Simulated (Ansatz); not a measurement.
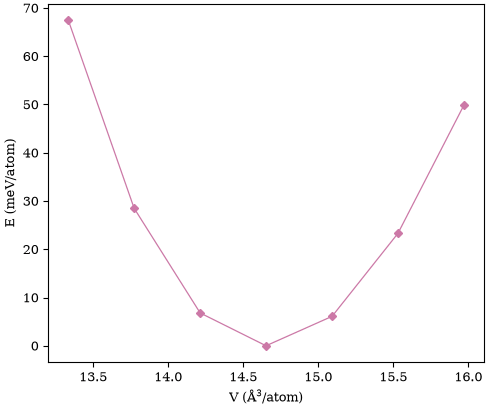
Fig. 1. Ti$_{5}$Si$_{3}$ in space group P6_3/mcm (No. 193; Ti on 4d, Si on 6g, Ti on 6g) under volume change, LDA in the plane-wave PAW code Ansatz, shape and atoms relaxed at each volume.

**Question.** What does a third-order Birch–Murnaghan fit give for V₀, B₀ and B′?

**Answer.** V₀ = 14.65 Å³/atom, B₀ = 155 GPa, B′ = 4.0.

The workflow started from an entry of the Crystallography Open Database (COD). Whether it is the stable phase at ambient conditions was not checked. The cell was relaxed with LDA under the symmetry of its start; whether a distortion lowers the energy is not shown. The run is not spin-polarised.

Potentials: the later of the program's two PAW sets.
